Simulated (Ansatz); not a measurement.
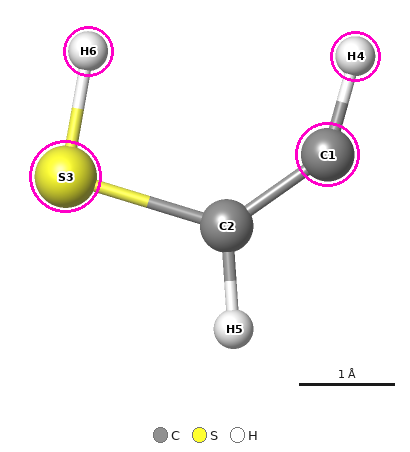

C2H3S (multiplicity 2): the C1–H4 distance and the S3–H6 distance are varied on a grid, with the rest of the molecule carried along rigidly. The picture shows the minimum geometry. The ringed atoms are those of the scanned coordinate. Style: ball-and-stick. Shown at a tilt.

Single-point energies from Ansatz with CCSD(T) in the def2-TZVPP basis, on geometries moved rigidly from the minimum at PBE0-D4/def2-TZVP. Coupled cluster with a frozen core. Energies are counted from the PBE0-D4/def2-TZVP minimum geometry at the same level.

Input file:
```yaml
crystal:
  periodic: [false, false, false]
  atoms:
    - {symbol: C, position_ang: [-0.983326, -0.193179, -0.622414]}
    - {symbol: C, position_ang: [0.264313, 0.172893, -0.561502]}
    - {symbol: S, position_ang: [1.305044, 0.249302, 0.868761]}
    - {symbol: H, position_ang: [-1.784367, -0.539669, 0.009948]}
    - {symbol: H, position_ang: [0.806751, 0.484218, -1.451815]}
    - {symbol: H, position_ang: [0.391575, -0.173565, 1.757012]}
basis:
  gaussian: {orbitals: def2-TZVPP}
magnetization: {spin_polarized: true, initial_magnetization: 1}
correlation: {method: ccsd_t}
scf: {omitted_lower_state_checks: [cluster_reference]}
```

### Give the energy at each point on a grid with rows 0.970, 1.001, 1.048, 1.101, 1.161, 1.225, 1.293 and columns 1.101, 1.183, 1.304, 1.444, 1.600, 1.768, 1.947 (C1–H4 distance (Å); S3–H6 distance (Å)).

Rows: C1–H4 distance (Å); columns: S3–H6 distance (Å); values in kJ/mol.

```
       1.101  1.183  1.304  1.444  1.600  1.768  1.947
0.970  137.9   66.2   26.6   36.8   81.4  142.9  210.5
1.001  124.7   53.0   13.4   23.6   68.3  129.7  197.3
1.048  114.4   42.7    3.2   13.4   58.0  119.5  187.1
1.101  113.8   42.1    2.6   12.8   57.4  118.8  186.5
1.161  123.4   51.7   12.1   22.3   67.0  128.4  196.1
1.225  142.1   70.3   30.8   41.0   85.6  147.1  214.7
1.293  168.1   96.4   56.8   67.0  111.6  173.1  240.8
```

In pairs of (C1–H4 distance (Å); S3–H6 distance (Å)): the lowest computed point lies at (1.101, 1.304) (2.6 kJ/mol), the highest at (1.293, 1.947) (240.8 kJ/mol).  Over the ranges scanned the energy rises more along the second axis, the S3–H6 distance. ⟨S²⟩ varies from 0.96 to 1.38, a sign that the unrestricted solution changes its character. The T1 diagnostic reaches 0.067, so the single-reference result is less sure there.
